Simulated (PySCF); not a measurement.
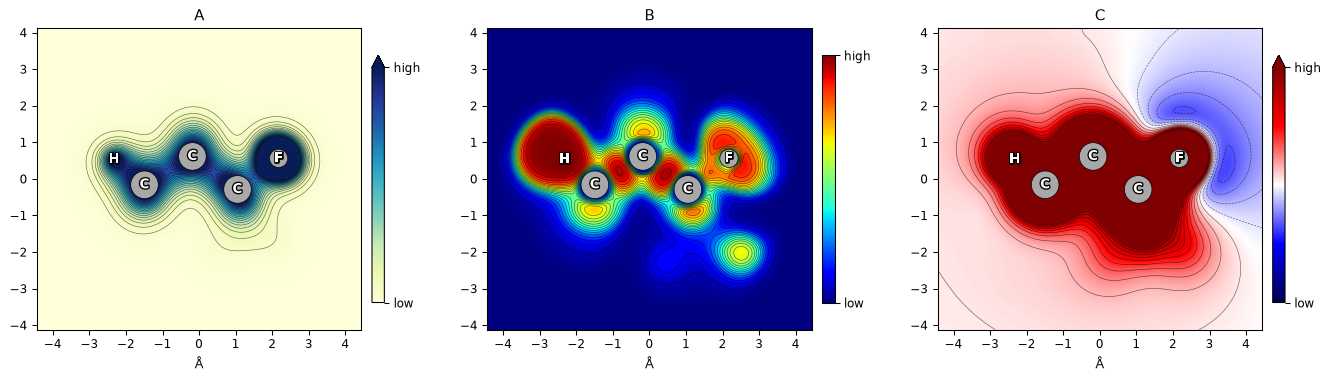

C$_{5}$H$_{8}$FO (SMILES CC[C@](C)(F)[C]=O) (doublet): 3 fields on the plane of atoms C2, C1 and H10, with unlabelled colour scales. Grey discs cover the atomic cores.

Geometry: GFN2-xTB.

Theory: UKS B3LYP, pcH-1 on C F H O, non-relativistic, mean-field spin-orbit, GIAO in PySCF.

Q: The panels show electron density, electron localisation function and electrostatic potential in some order. Assign them.

A: Panel A: electron density. Panel B: electron localisation function. Panel C: electrostatic potential (strongly positive close to the atoms, with negative regions outside electron-rich atoms). From the grid: C–F (1.41 Å): ρ is about 1.9 e/Å³ halfway, with its minimum of 1.6 e/Å³ about 0.5 Å from C; the ELF peaks at about 0.80 between the atoms, as expected for a polar covalent bond. C–C (1.52 Å): ρ at the midpoint is about 1.6 e/Å³; the ELF peaks at about 0.95 between the atoms: a shared electron pair.
